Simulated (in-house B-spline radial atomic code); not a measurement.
**Ni¹¹⁺: density, ELF and screening along the radius**

How do the shells of Ni¹¹⁺ show in real space, and how much do the settings move them?

Program: in-house B-spline radial atomic code version 1. Level of theory: several methods, spin-polarised, as named in each step; spherical all-electron atom at the radial basis limit. These are calculated values, not measurements, unless marked.

## Step 1: Starting point

```
element       : nickel (Z = 28)
charge        : +11
electrons     : 17
configuration : [Ne] 3s2 3p5
nucleus       : point (non-relativistic runs) or finite (X2C runs)
```

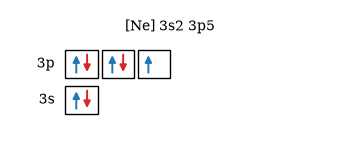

Occupation of the outer shells (arrows by Hund's rule).

Where spins are not typed, each open shell is filled with up spins first.

## Step 2: PBE, X2C, [Ne] 3s2 3p5

Input settings:

```ini
Z = 28
electrons = 17.0
configuration = [Ne] 3s2 3p5
hamiltonian = x2c
method = pbe,pbe
spin_polarised = True
nucleus = fermi
rms_radius = 3.7757
mass_number = 58
atomic_mass = 57.93534165
speed_of_light = 137.035999084
```

Command:

```
python run_scf.py task.json out
```

One command runs all members of the session, one after another, from task.json.

## Step 3: Hartree-Fock, X2C, [Ne] 3s2 3p5

The settings differ from step 2 so:

```diff
@@ -4,3 +4,3 @@
 hamiltonian = x2c
-method = pbe,pbe
+method = hf
 spin_polarised = True
```

## Step 4: revTPSS, X2C, [Ne] 3s2 3p5

The settings differ from step 3 so:

```diff
@@ -4,3 +4,3 @@
 hamiltonian = x2c
-method = hf
+method = revtpss,revtpss
 spin_polarised = True
```

## Step 5: PW91, X2C, [Ne] 3s2 3p5

The settings differ from step 4 so:

```diff
@@ -4,3 +4,3 @@
 hamiltonian = x2c
-method = revtpss,revtpss
+method = pw91,pw91
 spin_polarised = True
```

## Step 6: PBE, non-rel., [Ne] 3s1 3p5 4d1

Input settings:

```ini
Z = 28
electrons = 17.0
configuration = [Ne] 3s1 3p5 4d1
hamiltonian = nr
method = pbe,pbe
spin_polarised = True
```

How large is the system in each run, where do the shell borders lie, and what is the highest level?

**Answer**, as computed:

| run | total energy (hartree) | highest level (eV) | radius holding 50 / 90 / 99 % (bohr) | radius at n = 0.001 (bohr) | ELF minima on the full grid (bohr) |
| --- | --- | --- | --- | --- | --- |
| PBE, X2C, [Ne] 3s2 3p5 | -1471.2462 | -336.27 | 0.279 / 0.815 / 1.21 | 1.71 | 0.088, 0.35 |
| Hartree-Fock, X2C, [Ne] 3s2 3p5 | -1470.7015 | -351.21 | 0.278 / 0.816 / 1.21 | 1.71 | 0.088, 0.35 |
| revTPSS, X2C, [Ne] 3s2 3p5 | -1471.1822 | -336.34 | 0.279 / 0.815 / 1.21 | 1.71 | 0.088, 0.35 |
| PW91, X2C, [Ne] 3s2 3p5 | -1471.5721 | -336.47 | 0.278 / 0.815 / 1.21 | 1.71 | 0.088, 0.35 |
| PBE, non-rel., [Ne] 3s1 3p5 4d1 | -1449.9262 | -140.62 | 0.282 / 0.916 / 1.90 | 2.53 | 0.079, 0.36, 1.3 |

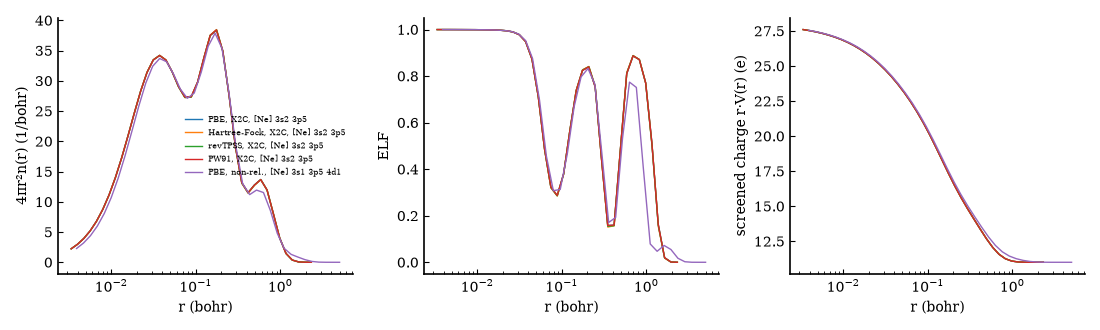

Radial density, ELF and screened nuclear charge of all runs.

What this shows: In the first run ELF has 2 minima on the grid, which mark the borders between shells. On the record's full grid the screened charge (r times the electrostatic potential) falls from 27.9 near the nucleus to 11.00 at 2.3 bohr; far out it tends to the net charge, 11. The radius that holds 99 % of the electrons runs from 1.21 bohr (revTPSS, X2C, [Ne] 3s2 3p5) to 1.90 bohr (PBE, non-rel., [Ne] 3s1 3p5 4d1). The grid is coarse (about 19 % a step), so the places of minima are rough. For X2C runs ELF uses the non-relativistic kinetic energy density, and the fields carry no picture-change correction.
